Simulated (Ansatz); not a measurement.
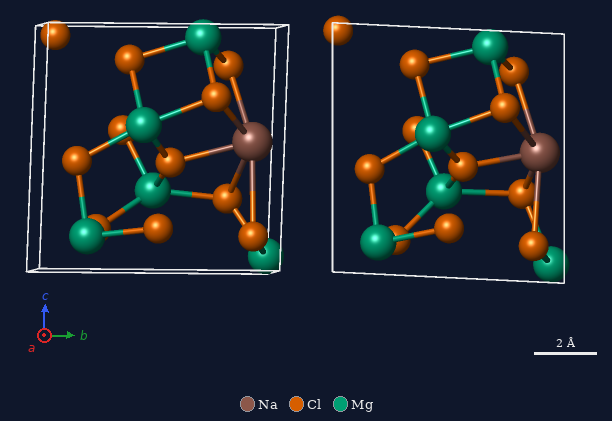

Two geometries of an amorphous cell of composition NaMg₅Cl₁₁ (coarse preliminary run), drawn at one scale. One is the start of a relaxation, the other its converged end. A ball-and-stick model of the cell of the calculation, seen along the a axis.

Level of theory: DFT PBE, scalar-relativistic, plane waves, PAW in Ansatz 0.2.0. Settings: plane-wave cutoff 420 eV; k-point mesh 1 × 1 × 1; occupations gaussian; smearing width 0.1 eV; mesh shifted by (0.25, 0.25, 0.25); no spin polarisation; cell and atoms relaxed; force threshold 0.04 eV/Å; at most 70 steps.

**Which of the two is the end point?**

The left one is the relaxed one. Case: the quenched liquid. The largest move relative to the cell is that of a Cl atom, 0.51 Å roughly along [1 2 0]. By element the largest moves are Cl 0.51 Å, Mg 0.38 Å, Na 0.34 Å. The volume changes by +4.0 %, with a 7.339 → 7.462 Å (+1.7 %), b 7.493 → 7.769 Å (+3.7 %), c 8.059 → 7.958 Å (−1.2 %), α 92.7° → 88.5°, β 92.6° → 90.8°, γ 91.5° → 85.2°. Some distances before and after: Cl–Na 2.648 → 3.267 Å, Cl–Na 3.391 → 2.881 Å, Cl–Mg 2.918 → 2.520 Å, Cl–Mg 2.854 → 2.616 Å. Among the angles between lasting bonds that change: Mg–Cl–Mg 106.7° → 129.7°, Cl–Na–Cl 84.8° → 65.9°, Na–Cl–Mg 119.5° → 101.0°. The energy falls by 1.122 eV per cell of the calculation in 6 accepted moves (7 points after the start). The largest force component goes from 0.93 to 0.04 eV/Å. Pressure: 0.83 GPa at the start and −0.01 GPa at the end. At 1 point the geometry stayed and the basis and grid were re-selected for the new cell (energy shift of 2.5 meV per cell of the calculation at most each time).

Limits of the set-up: the periodic images lie only 7.3 Å apart, so the values are limited by the cell's size.
